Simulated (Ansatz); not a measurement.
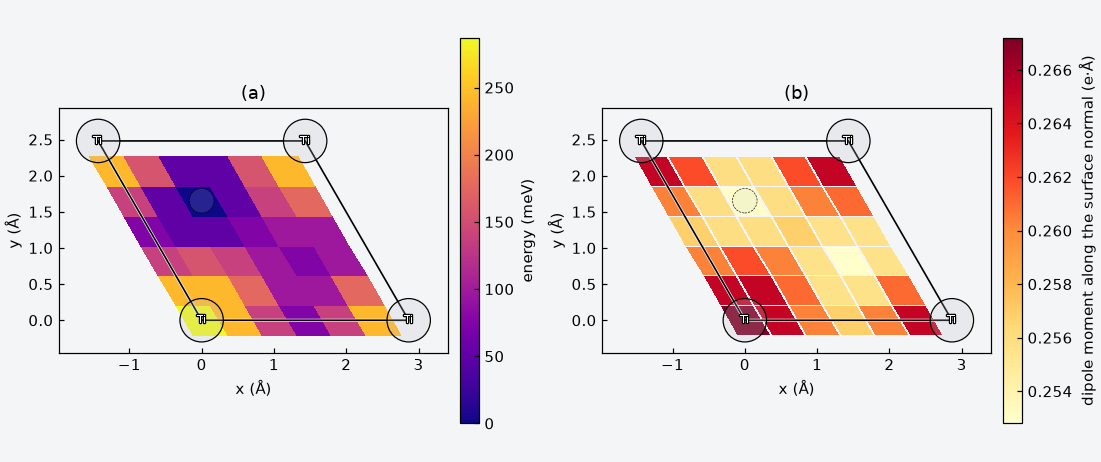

Mg on a Ti(001) slab cut from the P6_3/mmc phase, its upper half relaxed before the scan (16 atoms of substrate and one adsorbate in a 2 × 2 cell). Mg is moved over the surface cell; relaxed at each place: the height of the adsorbate's atoms; substrate rigid; the origin of the map has the adsorbate above Ti13. Places are given modulo a cell vector. The map is drawn in real space over the plane of the surface. The grid has 6 × 6 points; 10 points were computed and 26 follow by symmetry. Places are given in fractions of the 1 × 1 surface cell. Energies: meV, counted from the lowest grid point. Method: DFT LDA, scalar-relativistic, plane waves, PAW in Ansatz. Settings: cutoff 420 eV, k-mesh 6×6×1, gaussian smearing 0.1 eV, no spin polarisation.

Panel (a) is the energy; panel (b) is the computed dipole moment along the surface normal, in e·Å.

In the figure: one coloured cell a grid point, labelled circles for the atoms of the top layer and small ones for the second layer, the outline of one cell of the plane.

### How does the dipole moment along the surface normal vary over the map, and what is it at the lowest grid point?

It runs from 0.25 e·Å at a threefold hollow, (4/6, 2/6) of the cell vectors to 0.27 e·Å at the top site over a surface Ti atom, (0/6, 0/6) of the cell vectors. At the lowest grid point, a threefold hollow over a second-layer Ti atom, (2/6, 4/6) of the cell vectors, it is 0.25 e·Å.

PAW datasets: the set soft_1.
